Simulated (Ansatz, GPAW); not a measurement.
# How Cu3SeI (model structure) absorbs and reflects light, part 2 of 2

Wanted: where Cu3SeI (model structure) starts to absorb, how strongly, and its refractive index. The structure is a model built here, which may or may not match a known phase. It was built so: All Ag replaced by Cu and S replaced by Se in the R3 structure of Ag3SI. The cell is first relaxed with Ansatz.

GPAW 26.7.0; DFT, PBE, plane-wave PAW (GPAW data sets), scalar-relativistic, RPA, optical limit.

So far: The structure; Relaxation.

## (3) Ground state

First the ground state: is it a metal or has it a gap?

This step: DFT, PBE, plane-wave PAW (GPAW data sets), scalar-relativistic, ground state (GPAW 26.7.0).

The input, gs.py:

```python
from ase import Atoms
from ase.dft.bandgap import bandgap
from gpaw import GPAW, PW, FermiDirac

atoms = Atoms(['I', 'Se', 'Cu', 'Cu', 'Cu'],
              cell=[[3.222843269498, 1.860709427529, 2.698367413920],
                    [-3.222843269498, 1.860709427529, 2.698367413920],
                    [0.000000000000, -3.721418860074, 2.698367410461]],
              scaled_positions=[[0.501749332200, 0.501749332200, 0.501749332200],
                                [0.055036963300, 0.055036963300, 0.055036963300],
                                [0.842146438300, 0.016182691700, 0.553784574600],
                                [0.016182691700, 0.553784574600, 0.842146438300],
                                [0.553784574600, 0.842146438300, 0.016182691700]],
              pbc=[True, True, True])
atoms.calc = GPAW(mode=PW(450), xc='PBE', kpts={'size': (5, 5, 5), 'gamma': True},
                  occupations=FermiDirac(0.05), maxiter=150, txt='gs.txt')
print('energy (eV)', atoms.get_potential_energy())
print('Fermi level (eV)', atoms.calc.get_fermi_level())
print('valence electrons', atoms.calc.get_number_of_electrons())
print('gap (eV)', bandgap(atoms.calc, output=None)[0])
print('direct gap (eV)', bandgap(atoms.calc, direct=True, output=None)[0])
atoms.calc.write('gs.gpw')
```

Run with:

```
> OMP_NUM_THREADS=1 python gs.py
```

Numbers of over 12 decimals in the logs are rounded to 6 here.

The log of the run:

```text
__  _  _
 | _ |_)|_||  |
 |__||  | ||/\| - 26.7.0

Versions:
  Python: 3.12.14
  ASE:    3.29.0
  Numpy:  2.5.5
  Scipy:  1.18.1
  Libxc:  7.0.0

Input parameters:
  mode=PW(ecut=450.000000),
  kpts=MonkhorstPack(size=(5, 5, 5), gamma=True),
  maxiter=150,
  occupations=Occupations(name='fermi-dirac', width=0.05, fixmagmom=False),
  xc=XC(name='PBE')

Diagonalizing LCAO Hamiltonian
Converting LCAO to pw mode

            Cu
             I
       Cu          Cu

             Se

Atoms  # Å, Bohr magnetons
|   | symbol |         x |         y |        z |    initial magnetic moments |
| 0 |      I | -0.000000 | -0.000000 | 4.061712 | ( 0.0000,  0.0000,  0.0000) |
| 1 |     Se | -0.000000 | -0.000000 | 0.445530 | ( 0.0000,  0.0000,  0.0000) |
| 2 |     Cu |  2.661952 | -0.463763 | 3.810402 | ( 0.0000,  0.0000,  0.0000) |
| 3 |     Cu | -1.732607 | -2.073436 | 3.810402 | ( 0.0000,  0.0000,  0.0000) |
| 4 |     Cu | -0.929345 |  2.537199 | 3.810402 | ( 0.0000,  0.0000,  0.0000) |

Unit cell  # Å
| periodic |         x |         y |        z |  lengths |    angles |
|      yes |  3.222843 |  1.860709 | 2.698367 | 4.596754 | 89.032718 |
|      yes | -3.222843 |  1.860709 | 2.698367 | 4.596754 | 89.032718 |
|      yes |  0.000000 | -3.721419 | 2.698367 | 4.596754 | 89.032718 |

Number of symmetries: 3
Symmetry operations  # r_c * U_cc + t_c -> r_c
|   | kind |            matrix            |
| 0 |  E   |  1, 0, 0,  0, 1, 0,  0, 0, 1 |
| 1 |  C3  |  0, 1, 0,  0, 0, 1,  1, 0, 0 |
| 2 |  C3  |  0, 0, 1,  1, 0, 0,  0, 1, 0 |

BZ-sampling:
  Number of BZ points: 125
  Number of IBZ points: 23

  Monkhorst-Pack size: [5, 5, 5]
  Monkhorst-Pack shift: [0, 0, 0]

K-points  # in reciprocal-cell coordinates
|     |                                coordinates |     weight |
|   0 | (  0.00000000,   0.00000000,   0.00000000) | 0.00800000 |
|   1 | (  0.20000000,   0.00000000,  -0.20000000) | 0.04800000 |
|   2 | (  0.20000000,   0.00000000,   0.00000000) | 0.04800000 |
|   3 | (  0.20000000,   0.20000000,  -0.20000000) | 0.04800000 |
|   4 | (  0.20000000,   0.20000000,   0.00000000) | 0.04800000 |
|   5 | (  0.20000000,   0.20000000,   0.20000000) | 0.01600000 |
|   6 | (  0.40000000,  -0.20000000,  -0.40000000) | 0.04800000 |
|   7 | (  0.40000000,  -0.20000000,  -0.20000000) | 0.04800000 |
|   8 | (  0.40000000,  -0.20000000,   0.00000000) | 0.04800000 |
|   9 | (  0.40000000,  -0.20000000,   0.20000000) | 0.04800000 |
| ... |                                            |            |
|  22 | (  0.40000000,   0.40000000,   0.40000000) | 0.01600000 |

Plane wave coefficients: 2119
Cutoff: 450.000000 eV

Spin-components: 1 (collinear spins)
Bands:           32
Projectors:      28
Spin-degeneracy: 2
Datatype:        complex128

Parallelization:
  kpt:    1
  domain: 1
  band:   1

Density:
  Valence electrons: 46.0
  Components: 1
  Grid points: [24 24 24]
  Charge: 0.0  # |e|

Potential:
  Grid points: [24 24 24]

species:
  I:
    name:    Iodine
    id:
    Z:       53.0
    valence: 7
    core:    46
    charge:  0.0  # [|e|]
    compensation charges:
      type: gauss
      rc: 0.37  # [Å]
      lmax: 2
    cutoffs:
      filter: 2.06  # [Å]
      core: 2.90  # [Å]
    projectors
    | kind |    occ | energy [eV] | rcut [Å] |
    |   5s |  2.000 |     -17.382 |    1.164 |
    |   5p |  5.000 |      -7.088 |    1.164 |
    |    s |        |       9.829 |    1.164 |
    |    p |        |      20.123 |    1.164 |
    |    d |        |       0.000 |    1.164 |

    Using partial waves for I as LCAO basis

  Se:
    name:    Selenium
    id:
    Z:       34.0
    valence: 6
    core:    28
    charge:  0.0  # [|e|]
    compensation charges:
      type: gauss
      rc: 0.27  # [Å]
      lmax: 2
    cutoffs:
      filter: 1.77  # [Å]
      core: 2.67  # [Å]
    projectors
    | kind |    occ | energy [eV] | rcut [Å] |
    |   4s |  2.000 |     -17.277 |    0.847 |
    |   4p |  4.000 |      -6.512 |    1.005 |
    |    s |        |       9.935 |    0.847 |
    |    p |        |      20.699 |    1.005 |
    |    d |        |       0.000 |    0.847 |

    Using partial waves for Se as LCAO basis

  Cu:
    name:    Copper
    id:
    Z:       29.0
    valence: 11
    core:    18
    charge:  0.0  # [|e|]
    compensation charges:
      type: gauss
      rc: 0.33  # [Å]
      lmax: 2
    cutoffs:
      filter: 2.06  # [Å]
      core: 2.43  # [Å]
    projectors
    | kind |    occ | energy [eV] | rcut [Å] |
    |   4s |  1.000 |      -4.609 |    1.164 |
    |   4p |  0.000 |      -0.698 |    1.164 |
    |   3d | 10.000 |      -5.039 |    1.058 |
    |    s |        |      22.603 |    1.164 |
    |    p |        |      26.513 |    1.164 |
    |    d |        |      22.172 |    1.058 |

    Using partial waves for Cu as LCAO basis

Reference energy: -394708.683320  # eV

eigensolver:
  PPCG
  Converge bands: occupied
  niter=2

density mixing:
  MSR1-Mixer
  Pratt-step length: 0.05
  Maximum mixing coefficient: 0.75
  Old densities: 10
  SVD Regularization: 0.005
  Good broyden scale: 1.0
  Trust region scale: 1.0
  Backstep threshold: 4.0
  History deletion threshold: 6.0
  Fourier metric: weight=20.0, sigma=0.015

occupation numbers:
  Fermi-Dirac:
    width: 0.0500  # eV

poisson solver:
  ecut: 3600.000000  # eV

xc functional:
  name: PBE with 2 nearest neighbor stencil

convergence criteria:
- Maximum [total energy] change in last 3 cyles: 0.0005 eV / valence electron
- Maximum integral of absolute [dens]ity change: 0.0001 electrons / valence electron
- Maximum integral of absolute [eigenst]ate change: 4e-08 eV^2 / valence electron
maximum number of iterations: 150

SCF iterations
|iter     |      energy | eigst |  dens |
|iter:   1||  -17.381816 | +0.27 |       |
|iter:   2||  -16.722692 | -1.78 | -1.13 |
|iter:   3||  -15.988439 | -1.38 | -1.25 |
|iter:   4||  -15.952141 | -2.82 | -1.67 |
|iter:   5||  -15.937174 | -3.28 | -1.87 |
|iter:   6||  -15.935896c| -4.45 | -2.40 |
|iter:   7||  -15.935912c| -5.83 | -3.25 |
|iter:   8||  -15.935916c| -6.52 | -3.65 |
|iter:   9||  -15.935917c| -7.76c| -4.49c|

Converged in 9 steps
SCF loop duration: 18.895 s (2.099 s/step)
Energy contributions relative to reference atoms: (reference = -394708.683320)

Energy contributions:
  Kinetic:          -7.361254
  Coulomb:           3.687192
  Zero:              0.242840
  External:          0.000000
  Xc:              -12.504660
  Entropy:          -0.000069
  Spinorbit:         0.000000
  ----------------------------
  Free energy:     -15.935951
  Extrapolated:    -15.935917

dipole moment: (-0.000000, 0.000000, -31.698200)  # |e|*Ang

Fermi level: 6.583
Eigenvalues  # (at kpt = [0.000, 0.000, 0.000])
| band index |      eig [eV] | occ [0-2] |
|          0 |        -7.982 |     2.000 |
|        ... |               |           |
|         15 |         4.454 |     2.000 |
|         16 |         4.502 |     2.000 |
|         17 |         4.733 |     2.000 |
|         18 |         4.733 |     2.000 |
|         19 |         4.942 |     2.000 |
|         20 |         6.005 |     2.000 |
|         21 |         6.009 |     2.000 |
|         22 |         6.009 |     2.000 |
|         23 |         6.844 |     0.011 |
|         24 |         7.781 |     0.000 |
|         25 |         7.781 |     0.000 |
|         26 |        11.712 |     0.000 |
|         27 |        12.482 |     0.000 |
|         28 |        12.482 |     0.000 |
|         29 |        13.487 |     0.000 |
|         30 |        13.487 |     0.000 |
|         31 |        15.293 |     0.000 |

Gap: 0.642 eV
Transition (v -> c):
  (s=0, k=10, n=22, [0.40, 0.00, -0.40]) -> (s=0, k=0, n=23, [0.00, 0.00, 0.00])
Direct/indirect transitions are different
Direct gap: 0.835 eV
Transition at: (s=0, k=0, n=22, [0.00, 0.00, 0.00])

--- standard output ---
energy (eV) -15.935917
Fermi level (eV) 6.583432
valence electrons 46.0
gap (eV) 0.641822
direct gap (eV) 0.835353
```

The job ended after 23 s (1 thread of Intel Xeon 6975P-C (Granite Rapids), shared host; peak memory 0.19 GiB).

Read-outs, printed or worked out from the files:

| Item | Value |
| --- | --- |
| energy | -15.94 eV |
| Fermi energy | 6.583 eV |
| gap on the k-mesh | 0.6418 eV |
| direct gap on the mesh | 0.8354 eV |
| electrons | 46 |

There is a gap, 0.64 eV on this mesh (points off the mesh can give less), so no carriers' term is needed.

## (4) Bands for the response

At the fixed density, many empty bands are solved on the mesh of the response, since the spectrum sums over them.

This step: DFT, PBE, plane-wave PAW (GPAW data sets), scalar-relativistic, bands at fixed density (GPAW 26.7.0).

The input, nscf.py:

```python
from ase.dft.bandgap import bandgap
from gpaw import GPAW, FermiDirac

calc = GPAW('gs.gpw').fixed_density(kpts={'size': (6, 6, 6), 'gamma': True}, nbands=62, convergence={'bands': 56},
                                    occupations=FermiDirac(0.001), txt='nscf.txt')
print('gap (eV)', bandgap(calc, output=None)[0])
print('direct gap (eV)', bandgap(calc, direct=True, output=None)[0])
print('top band over the Fermi level (eV)', min(calc.get_eigenvalues(kpt=k)[55] for k in range(len(calc.get_ibz_k_points()))) - calc.get_fermi_level())
calc.write('full.gpw', mode='all')
```

Run with:

```
> OMP_NUM_THREADS=1 python nscf.py
```

The log of the run:

```text
Diagonalizing LCAO Hamiltonian
Converting LCAO to pw mode
convergence criteria:
- Maximum integral of absolute [eigenst]ate change: 4e-08 eV^2 / valence electron
maximum number of iterations: 150

SCF iterations
|iter     |      energy | eigst |  dens |
|iter:   1||             | +3.03 |       |
|iter:   2||             | +1.85 |       |
|iter:   3||             | +0.70 |       |
|iter:   4||             | -0.52 |       |
|iter:   5||             | -1.35 |       |
|iter:   6||             | -2.18 |       |
|iter:   7||             | -2.81 |       |
|iter:   8||             | -3.42 |       |
|iter:   9||             | -3.86 |       |
|iter:  10||             | -4.34 |       |
|iter:  11||             | -4.77 |       |
|iter:  12||             | -5.32 |       |
|iter:  13||             | -5.77 |       |
|iter:  14||             | -6.48 |       |
|iter:  15||             | -7.03 |       |
|iter:  16||             | -7.47c|       |
SCF steps: 16
  __  _  _
 | _ |_)|_||  |
 |__||  | ||/\| - 26.7.0

Versions:
  Python: 3.12.14
  ASE:    3.29.0
  Numpy:  2.5.5
  Scipy:  1.18.1
  Libxc:  7.0.0

Input parameters:
  mode=PW(ecut=450.000000),
  convergence={'bands': 56},
  gpts=array([24, 24, 24]),
  kpts=MonkhorstPack(size=(6, 6, 6), gamma=True),
  maxiter=150,
  nbands=62,
  occupations=Occupations(name='fermi-dirac', width=0.001, fixmagmom=False),
  parallel={},
  xc=XC(name='PBE')

--- standard output ---
gap (eV) 0.640892
direct gap (eV) 0.835353
top band over the Fermi level (eV) 21.762942
```

It took 1.8 min on 1 thread; peak memory 0.28 GiB.

Numbers from this step:

| Quantity | Value |
| --- | --- |
| gap on the k-mesh | 0.6409 eV |

## (5) Dielectric function, RPA

Transitions between filled and empty bands, summed over the zone, give the optical response, so mesh, band count and broadening shape it.

The induced potential is part of this response.

This step: DFT, PBE, plane-wave PAW (GPAW data sets), scalar-relativistic, RPA, optical limit (GPAW 26.7.0).

The input, df.py:

```python
from gpaw.response.df import DielectricFunction

df = DielectricFunction('full.gpw', frequencies={'type': 'nonlinear', 'domega0': 0.03, 'omega2': 8},
                        ecut=30,
                        eta=0.2,
                        nbands=56,
                        txt='df.txt')
for direction in ['x', 'z']:
    df.get_dielectric_function(xc='RPA', direction=direction, filename=f'df_{direction}.csv')
```

Run with:

```
> OMP_NUM_THREADS=1 python df.py
```

The log of the run:

```text
Using integrator: PointIntegrator
NonLinearFrequencyDescriptor(from 0.000 to 39.395 eV, 433 points)
Nonperiodic BCs:  [False False False]
Using integrator: PointIntegrator
NonLinearFrequencyDescriptor(from 0.000 to 39.395 eV, 433 points)
Nonperiodic BCs:  [False False False]

Calculating chi0 body with:
    Ground state adapter containing:
    Number of spins: 1
    Number of kpoints: 216
    Number of irreducible kpoints: 40
    Number of completely occupied states: 23
    Number of partially occupied states: 23

    Linear response parametrization:
    q_c: [0.0, 0.0, 0.0]
    Number of frequency points: 433
    Planewave cutoff: 30.0
    Number of bands: 56
    Number of planewaves: 33
    Broadening (eta): 0.2

Integrating chi0 body.

Symmetries of q_c:
    Direct symmetries (Uq -> q): 3
    Indirect symmetries (TUq -> q): 3
In total 6 allowed symmetries.

40 groups of equivalent kpoints. 81.481481% reduction.

Integral kind: spectral function

Calculating chi0 optical extensions with:
    Ground state adapter containing:
    Number of spins: 1
    Number of kpoints: 216
    Number of irreducible kpoints: 40
    Number of completely occupied states: 23
    Number of partially occupied states: 23

    Linear response parametrization:
    Number of frequency points: 433
    Planewave cutoff: 30.0
    Number of bands: 56
    Number of planewaves: 33
    Broadening (eta): 0.2
Integrating chi0 head and wings.

Symmetries of q_c:
    Direct symmetries (Uq -> q): 3
    Indirect symmetries (TUq -> q): 3
In total 6 allowed symmetries.

40 groups of equivalent kpoints. 81.481481% reduction.

Integral kind: spectral function wings
```

Wall time 22 s (1 thread); peak memory 0.3 GiB.

This step gave:

* electronic dielectric constant ε∞, mean over x, y and z (by symmetry where fewer were run): 11.93

Some rows of df_x.csv (energy; Re and Im without local fields; Re and Im with them):

```text
0.000000, 12.203612, -0.000000, 11.615485, 0.000000
0.555532, 12.774757, 0.633602, 12.179866, 0.628738
1.143969, 13.855245, 2.070251, 13.229775, 2.055561
1.768324, 12.066834, 6.213068, 11.400883, 6.267619
2.431988, 12.153657, 7.414834, 11.239746, 7.389042
3.138794, 8.661851, 11.416226, 7.571326, 11.039168
3.893091, 4.709506, 11.584115, 3.970557, 10.533720
4.699832, 1.522160, 9.299308, 1.222806, 8.478216
5.564682, 0.779768, 8.298775, 0.435888, 7.391124
6.494155, -1.086454, 7.020377, -1.008903, 5.949427
7.495775, -0.898643, 5.157234, -0.666479, 4.072411
8.578281, -1.622246, 3.904086, -0.948722, 3.388108
9.751884, -1.593639, 2.652012, -1.086359, 2.555575
11.028587, -1.316713, 1.810748, -0.931831, 1.799593
12.422601, -0.831941, 1.378159, -0.535982, 1.347692
13.950874, -0.563876, 0.936533, -0.352912, 0.984194
15.633783, -0.261297, 0.718178, -0.098923, 0.733617
17.496047, -0.079893, 0.521160, 0.054661, 0.545689
19.567954, 0.090105, 0.395358, 0.233020, 0.462958
```

Sum at mesh points, not converged in k; values under the direct gap are tails of Lorentzian lines. Table of Im ε by photon energy; read off at these points:

```tsv
photon energy (eV)	E ∥ x	E ∥ z
0.0	0	0
2.0	5.67	7.68
2.8	10.00	13.5
3.1	11.0	10.8
4.0	10.4	7.48
6.0	6.58	8.69
8.0	4.00	3.74
10.0	2.48	2.22
12.0	1.43	1.50
14.0	0.971	0.937
16.0	0.690	0.700
18.0	0.510	0.581
20.0	0.446	0.459
```

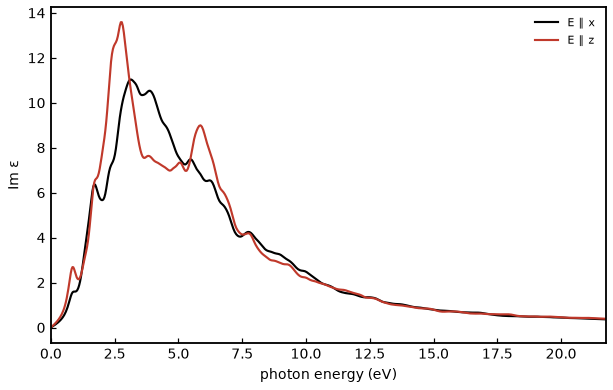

Im ε, plotted against photon energy.

Sum at mesh points, not converged in k. The reflectivity at normal incidence by photon energy; read off at these points:

```tsv
photon energy (eV)	E ∥ x (%)	E ∥ z (%)
0.0	29.8	31.3
1.0	31.6	31.9
2.0	32.5	37.1
2.8	37.2	41.9
3.0	37.8	40.3
4.0	38.1	31.5
5.0	35.2	31.4
6.0	35.6	39.9
7.0	38.0	41.8
8.0	34.6	39.1
9.0	33.7	34.1
10.0	34.5	33.6
10.4	35.5	32.6
11.0	34.3	31.8
12.0	31.0	30.8
13.0	30.2	30.9
14.0	26.9	26.4
15.0	23.8	24.3
16.0	20.0	19.4
17.0	18.3	15.8
18.0	14.3	14.2
19.0	11.3	11.2
20.0	9.92	9.94
21.0	8.55	8.17
```

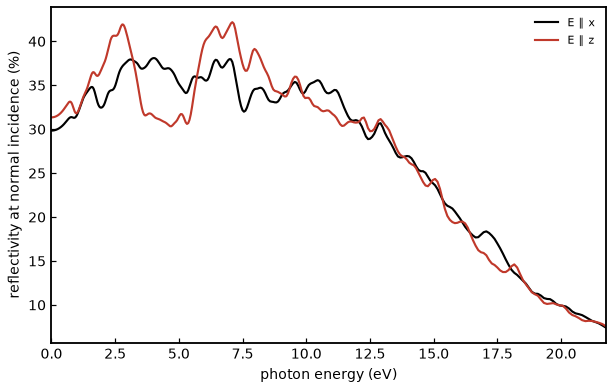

Reflectivity at normal incidence against photon energy.

The loss function −Im 1/ε at q → 0 has structure finer than the step of the table below, so its rows give means over 2 eV, whole bins alone (the curve runs from 0 to 21.8 eV). Peaks (eV: height): E ∥ x 17.8: 1.86; E ∥ z 18.4: 1.82.

Sum at mesh points, not converged in k; values under the direct gap are tails of Lorentzian lines. Loss function −Im 1/ε at q → 0 against energy loss; means over each step:

```tsv
energy loss (eV)	E ∥ x	E ∥ z
2	0.0335	0.0345
4	0.0907	0.111
6	0.152	0.129
8	0.245	0.239
10	0.347	0.377
12	0.577	0.571
14	0.939	0.960
16	1.41	1.46
18	1.79	1.69
20	1.69	1.63
```

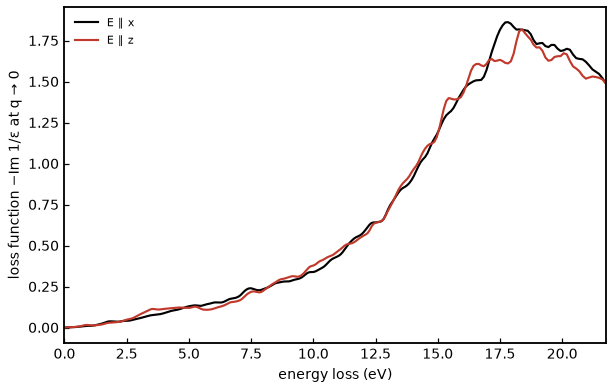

Loss function −Im 1/ε at q → 0, plotted against energy loss.

Sum at mesh points, not converged in k; values under the direct gap are tails of Lorentzian lines. Table of Im ε, E ∥ x by photon energy; read off at these points:

```tsv
photon energy (eV)	without local fields	with local fields
0.0	0	0
1.0	1.63	1.62
2.0	5.64	5.67
3.0	11.1	10.8
3.1	11.4	11.0
4.0	11.4	10.4
5.0	8.35	7.60
6.0	7.60	6.58
7.0	5.84	4.92
8.0	4.76	4.00
9.0	3.56	3.24
10.0	2.54	2.48
11.0	1.83	1.82
12.0	1.44	1.43
13.0	1.11	1.15
14.0	0.923	0.971
15.0	0.777	0.795
16.0	0.674	0.690
17.0	0.583	0.629
18.0	0.486	0.510
19.0	0.451	0.483
20.0	0.374	0.446
21.0	0.326	0.396
```

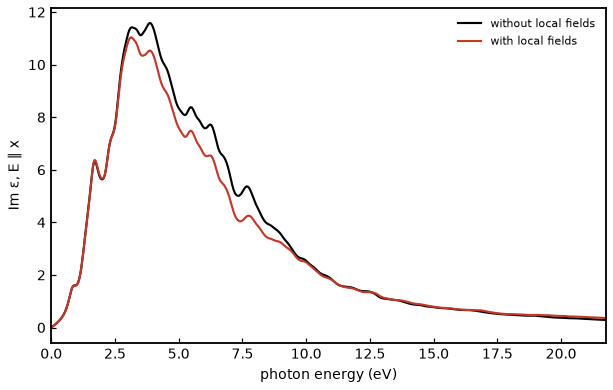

Im ε, E ∥ x, plotted against photon energy.

At chosen wavelengths:

```tsv
wavelength (nm)	n x	k x	R (%) x	1/α x	n z	k z	R (%) z	1/α z
1064	3.66	0.298	32.9	284 nm	3.67	0.314	33.0	270 nm
800	3.72	0.722	34.8	88 nm	3.90	0.624	36.1	102 nm
532	3.52	1.013	34.4	42 nm	3.86	1.489	40.2	28 nm
405	3.31	1.656	37.9	19 nm	2.75	2.034	39.6	16 nm
308	2.64	1.952	38.1	13 nm	2.37	1.572	31.4	16 nm
248	2.08	1.829	35.2	11 nm	2.30	1.588	31.4	12 nm
193	1.64	1.892	37.8	8.1 nm	1.69	2.087	41.7	7.4 nm
```

Below the direct gap, k and the depth come from the tails of the Lorentzian lines, not from transitions.

Rows near the edge hang on the gap, which this functional as a rule makes too small, and phonon-assisted absorption is left out.

## (6) Summary of results

```
electronic dielectric constant ε∞, mean over x, y and z (by symmetry where fewer were run) (RPA) : 11.9
```

At this level (PBE, RPA) Cu3SeI has a mean ε∞ = 11.9 and n = 3.53 at 1550 nm (E ∥ x). The cell shrank by 7.2 % in volume. On the mesh the gap is 0.64 eV and the least direct gap 0.84 eV, so on this mesh the band edges lie at different points. Local fields change the static value along x from 12.20 to 11.62 (-5 %). The static values by axis are 11.62 (x), 12.56 (z). Excitons and phonon-assisted transitions are missing; PBE gaps are as a rule too small, which pulls the onset down and ε∞ up. Spin-orbit coupling is left out although heavy atoms are present. The curves end at 22 eV, about where the summed bands run out. In this version of GPAW the matrix elements of the optical limit are incomplete, which can lower ε − 1 by up to a tenth where first-row anions or d states rule, and shift it by more in d metals. The sum runs over mesh points 0.23 Å⁻¹ apart with no interpolation, so peaks are partly noise of the mesh; over so small a direct gap single mesh points weigh heavily, so ε∞, n and their changes from run to run can be far off. Besides steps told in other documents, this task had 1 run with a known fault of program or setting; those not told in a step above aren't shown.

[Machine, clock and banner lines and Python warnings are left out of the logs.]

[Logs are printed without paths, hosts, clocks, repeated set-up lines and the standing remarks that a program may print on its own settings, such as how far it seeks lower states.]

[Hosts, paths, dates, database ids (printed as entryN), source tags and the programs' standing remarks are cut or masked in the printed files.]
